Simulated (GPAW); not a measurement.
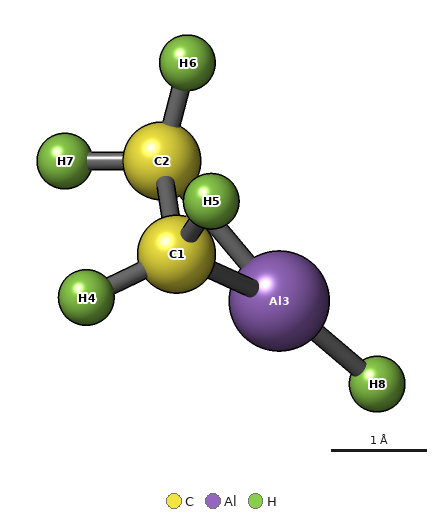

**Figure 1.** The structure as given in the input (ball-and-stick view, seen at a tilt; atoms are numbered from 1 in the order of the input). Sticks mark near contacts. Bond lengths as drawn: Al–C 1.93 Å, Al–H 1.55 Å, C–C 1.67 Å and C–H 1.09 Å.

## Property calculation of C2H5Al

- system: C2H5Al, SMILES [CH2]1[CH2][AlH]1
- method: PBE/real-space grid, scalar-relativistic datasets (GPAW 26.7.0)

The geometry comes from this level: GFN2-xTB.

**What the program printed**
```
__  _  _
 | _ |_)|_||  |
 |__||  | ||/\| - 26.7.0

units:  Angstrom and eV
cores:  1
OpenMP: False

Versions:
  Python: 3.12.14
  ASE:    3.29.0
  Numpy:  2.5.5
  Scipy:  1.18.1
  Libxc:  7.0.0

        _gpaw.cpython-312-aarch64-linux-gnu.so

Input parameters:
  mode=FD(),
  h=0.2,
  maxiter=100,
  xc=XC(name='PBE')

Diagonalizing LCAO Hamiltonian
Converting LCAO to fd mode
         .----------------------------.
        /|                            |
       / |                            |
      /  |                            |
     /   |                            |
    /    |                            |
   /     |                            |
  /      |                            |
 *       |                            |
 |       |                            |
 |       |             H              |
 |       |       HHAl C               |
 |       |        C     H             |
 |       |        H                   |
 |       |                            |
 |       .----------------------------.
 |      /                            /
 |     /                            /
 |    /                            /
 |   /                            /
 |  /                            /
 | /                            /
 |/                            /
 *----------------------------*

Atoms  # Å, Bohr magnetons
|   | symbol |        x |        y |        z |    initial magnetic moments |
|---|--------|----------|----------|----------|-----------------------------|
| 0 |      C | 5.176510 | 7.155900 | 5.586230 | ( 0.0000,  0.0000,  0.0000) |
| 1 |      C | 6.737540 | 7.436340 | 6.110820 | ( 0.0000,  0.0000,  0.0000) |
| 2 |     Al | 5.913730 | 5.816740 | 6.767650 | ( 0.0000,  0.0000,  0.0000) |
| 3 |      H | 5.120690 | 7.084430 | 4.500000 | ( 0.0000,  0.0000,  0.0000) |
| 4 |      H | 4.500000 | 7.951220 | 5.899820 | ( 0.0000,  0.0000,  0.0000) |
| 5 |      H | 6.819210 | 8.375800 | 6.656940 | ( 0.0000,  0.0000,  0.0000) |
| 6 |      H | 7.438990 | 7.476770 | 5.277360 | ( 0.0000,  0.0000,  0.0000) |
| 7 |      H | 5.878200 | 4.500000 | 7.585980 | ( 0.0000,  0.0000,  0.0000) |

Unit cell  # Å
| periodic |         x |         y |         z |   lengths |    angles |
|----------|-----------|-----------|-----------|-----------|-----------|
|       no | 11.938990 |  0.000000 |  0.000000 | 11.938990 | 90.000000 |
|       no |  0.000000 | 12.875800 |  0.000000 | 12.875800 | 90.000000 |
|       no |  0.000000 |  0.000000 | 12.085980 | 12.085980 | 90.000000 |

Number of symmetries: 1
Symmetry operations  # r_c * U_cc + t_c -> r_c
|   | kind |            matrix            |
|---|------|------------------------------|
| 0 |  E   |  1, 0, 0,  0, 1, 0,  0, 0, 1 |

BZ-sampling:
  Number of BZ points: 1
  Number of IBZ points: 1

  Monkhorst-Pack size: [1, 1, 1]
  Monkhorst-Pack shift: [0, 0, 0]

K-points  # in reciprocal-cell coordinates
|   |                                coordinates |     weight |
|---|--------------------------------------------|------------|
| 0 | (  0.00000000,   0.00000000,   0.00000000) | 1.00000000 |

Uniform wave function grid shape: (np.int64(59), np.int64(63), np.int64(59))
Spin-components: 1 (collinear spins)
Bands:           14
Projectors:      30
Spin-degeneracy: 2
Datatype:        float64

  Storage: CPU
  Wave functions: 24_561_936 bytes (24_561_936 per core)

Parallelization:
  kpt:    1
  domain: 1
  band:   1

Density:
  Valence electrons: 16.0
  Components: 1
  Grid points: [60 64 60]
  Charge: 0.0  # |e|

Potential:
  Grid points: [60 64 60]

species:
  C:
    name:    Carbon
    Z:       6.0
    valence: 4
    core:    2
    charge:  0.0  # [|e|]
    file:    C.PBE.gz
    compensation charges:
      type: gauss
      rc: 0.20  # [Å]
      lmax: 2
    cutoffs:
      filter: 1.14  # [Å]
      core: 1.14  # [Å]
    projectors
    | kind |    occ | energy [eV] | rcut [Å] |
    |------|--------|-------------|----------|
    |   2s |  2.000 |     -13.751 |    0.635 |
    |   2p |  2.000 |      -5.284 |    0.635 |
    |    s |        |      13.461 |    0.635 |
    |    p |        |      21.927 |    0.635 |
    |    d |        |       0.000 |    0.635 |

    Using partial waves for C as LCAO basis

  Al:
    name:    Aluminium
    Z:       13.0
    valence: 3
    core:    10
    charge:  0.0  # [|e|]
    file:    Al.PBE.gz
    compensation charges:
      type: gauss
      rc: 0.34  # [Å]
      lmax: 2
    cutoffs:
      filter: 1.91  # [Å]
      core: 2.36  # [Å]
    projectors
    | kind |    occ | energy [eV] | rcut [Å] |
    |------|--------|-------------|----------|
    |   3s |  2.000 |      -7.753 |    1.085 |
    |   3p |  1.000 |      -2.712 |    1.085 |
    |    s |        |      19.459 |    1.085 |
    |    p |        |      24.499 |    1.085 |
    |    d |        |       0.000 |    1.085 |

    Using partial waves for Al as LCAO basis

  H:
    name:    Hydrogen
    Z:       1.0
    valence: 1
    core:    0
    charge:  0.0  # [|e|]
    file:    H.PBE.gz
    compensation charges:
      type: gauss
      rc: 0.15  # [Å]
      lmax: 2
    cutoffs:
      filter: 0.85  # [Å]
      core: 0.53  # [Å]
    projectors
    | kind |    occ | energy [eV] | rcut [Å] |
    |------|--------|-------------|----------|
    |   1s |  1.000 |      -6.494 |    0.476 |
    |    s |        |      20.717 |    0.476 |
    |    p |        |       0.000 |    0.476 |

    Using partial waves for H as LCAO basis

Reference energy: -8721.130307  # eV

eigensolver:
  PPCG
  Converge bands: occupied
  niter=2

density mixing:
  MSR1-Mixer
  Pratt-step length: 0.05
  Maximum mixing coefficient: 0.75
  Old densities: 10
  SVD Regularization: 0.005
  Good broyden scale: 1.0
  Trust region scale: 1.0
  Backstep threshold: 4.0
  History deletion threshold: 6.0
  Fourier metric: weight=20.0, sigma=0.015

occupation numbers:
  # Zero width

FastPoissonSolver using
    Stencil: 6*3+1=19 point O(h^6) finite-difference Laplacian
    FFT axes: []
    FST axes: [np.int64(0), np.int64(2), np.int64(1)]

xc functional:
  name: PBE with 2 nearest neighbor stencil
interpolation: tri-quintic # 5. degree polynomial

Initialization done in: 1.483 s

convergence criteria:
- Maximum [total energy] change in last 3 cyles: 0.0005 eV / valence electron
- Maximum integral of absolute [dens]ity change: 0.0001 electrons / valence electron
- Maximum integral of absolute [eigenst]ate change: 4e-08 eV^2 / valence electron
maximum number of iterations: 100

SCF iterations
|iter     |     time |      energy | eigst |  dens |
|---------|----------|-------------|-------|-------|
|iter:   1| 00:00:02 |  -42.708012 | +1.14 |       |
|iter:   2| 00:00:03 |  -41.499821 | +0.02 | -0.46 |
|iter:   3| 00:00:04 |  -36.842036 | +0.66 | -0.51 |
|iter:   4| 00:00:05 |  -36.779158 | +0.02 | -1.16 |
|iter:   5| 00:00:06 |  -36.757042 | -1.09 | -1.48 |
|iter:   6| 00:00:07 |  -36.758222 | -1.94 | -2.12 |
|iter:   7| 00:00:08 |  -36.758537c| -2.75 | -2.55 |
|iter:   8| 00:00:09 |  -36.758570c| -3.50 | -3.23 |
|iter:   9| 00:00:10 |  -36.758577c| -4.15 | -3.64 |
|iter:  10| 00:00:11 |  -36.758579c| -4.82 | -4.14c|
|iter:  11| 00:00:12 |  -36.758579c| -5.44 | -4.57c|
|iter:  12| 00:00:13 |  -36.758579c| -6.11 | -4.93c|
|iter:  13| 00:00:14 |  -36.758579c| -6.75 | -5.36c|
|iter:  14| 00:00:15 |  -36.758579c| -7.45c| -5.89c|

Converged in 14 steps
SCF loop duration: 14.144 s (1.010 s/step)
Energy contributions relative to reference atoms: (reference = -8721.130307)

Energy contributions:
  Kinetic:          36.359211
  Coulomb:         -38.270770
  Zero:              0.209585
  External:          0.000000
  Xc:              -35.056606
  Entropy:           0.000000
  Spinorbit:         0.000000
  ----------------------------
  Free energy:     -36.758579
  Extrapolated:    -36.758579

dipole moment: (-0.004860, -0.138403, 0.086399)  # |e|*Ang

Fermi level: -3.609
Eigenvalues  # (at kpt = [0.000, 0.000, 0.000])
| band index |      eig [eV] | occ [0-2] |
|------------|---------------|-----------|
|          0 |       -17.632 |     2.000 |
|          1 |       -14.062 |     2.000 |
|          2 |       -10.465 |     2.000 |
|          3 |       -10.249 |     2.000 |
|          4 |        -8.913 |     2.000 |
|          5 |        -8.170 |     2.000 |
|          6 |        -6.241 |     2.000 |
|          7 |        -5.100 |     2.000 |
|          8 |        -2.118 |     0.000 |
|          9 |        -1.034 |     0.000 |
|         10 |        -0.523 |     0.000 |
|         11 |         0.304 |     0.000 |
|         12 |         0.553 |     0.000 |
|         13 |         0.827 |     0.000 |

Gap: 2.981 eV
Transition (v -> c):
  (s=0, k=0, n=7, [0.00, 0.00, 0.00]) -> (s=0, k=0, n=8, [0.00, 0.00, 0.00])
No difference between direct/indirect transitions
vacuum-level: 0.000  # V
Energy = -36.75858 eV

Forces  # eV/Ang
|        x |        y |        z |
|----------|----------|----------|
|  1.00590 |  0.17930 |  0.32192 |  # C    0
| -1.00417 | -0.19386 | -0.34334 |  # C    1
|  0.03279 |  0.86973 | -0.54165 |  # Al   2
| -0.04291 | -0.24717 | -0.14764 |  # H    3
| -0.20287 | -0.01079 |  0.22281 |  # H    4
|  0.03542 |  0.03980 |  0.31257 |  # H    5
|  0.21275 | -0.19547 | -0.08259 |  # H    6
| -0.01624 | -0.43080 |  0.26995 |  # H    7

Force computation time: 0.050  # s
Forces (eV/Ang)
C     1.0059    0.1793    0.3219
C    -1.0042   -0.1939   -0.3433
Al    0.0328    0.8697   -0.5416
H    -0.0429   -0.2472   -0.1476
H    -0.2029   -0.0108    0.2228
H     0.0354    0.0398    0.3126
H     0.2128   -0.1955   -0.0826
H    -0.0162   -0.4308    0.2699
Dipole                  0.784 D
HOMO: -5.100 eV
LUMO = -2.118 eV
Gap: 2.981 eV
```

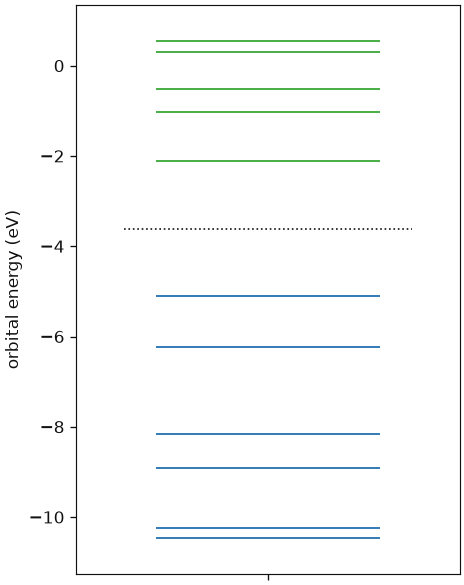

**Figure 2.** Orbital energies near the frontier; the dotted line parts filled from empty levels, and levels within 0.02 eV of each other stand side by side. Highest filled −5.10 eV, lowest empty −2.12 eV, 2.98 eV apart.

This output came from the following input.

**Input (c2h5al.py)**
```python
import numpy as np
from ase.io import read
from ase.units import Debye
from gpaw import GPAW

# Set up the molecule
atoms = read("c2h5al.xyz")
atoms.center(vacuum=4.5)

# Calculator
gpaw_calc = GPAW(mode="fd", h=0.2, xc="PBE", maxiter=100, txt="-")
atoms.calc = gpaw_calc

energy = atoms.get_potential_energy()
print(f"Energy = {energy:.5f} eV")
forces = atoms.get_forces()
print("Forces (eV/Ang)")
for symbol, f in zip(atoms.symbols, forces):
    print(f'{symbol:2} {f[0]:9.4f} {f[1]:9.4f} {f[2]:9.4f}')
dipole = atoms.get_dipole_moment() / Debye
print(f"Dipole                  {np.linalg.norm(dipole):.3f} D")
homo, lumo = gpaw_calc.get_homo_lumo()
print(f"HOMO: {homo:.3f} eV")
print(f"LUMO = {lumo:.3f} eV")
print(f"Gap: {lumo - homo:.3f} eV")
```

**File c2h5al.xyz**
```
8

C     -0.771600     0.181250    -0.461870
C      0.789430     0.461690     0.062720
Al    -0.034380    -1.157910     0.719550
H     -0.827420     0.109780    -1.548100
H     -1.448110     0.976570    -0.148280
H      0.871100     1.401150     0.608840
H      1.490880     0.502120    -0.770740
H     -0.069910    -2.474650     1.537880
```

Launched with:
```bash
python c2h5al.py
```

**Key numbers**

| quantity | value |
| --- | --- |
| outcome | converged |
| energy relative to the program's reference atoms | −36.7586 eV |
| largest force | 1.079 eV/Å |
| HOMO | −5.10 eV |
| LUMO | −2.12 eV |
| dipole moment | 0.78 D |
| hardware | 1 thread of Arm Neoverse V2, 24 GiB of memory available, shared host |
| wall time | 16 s |
| peak memory | 0.58 GiB |
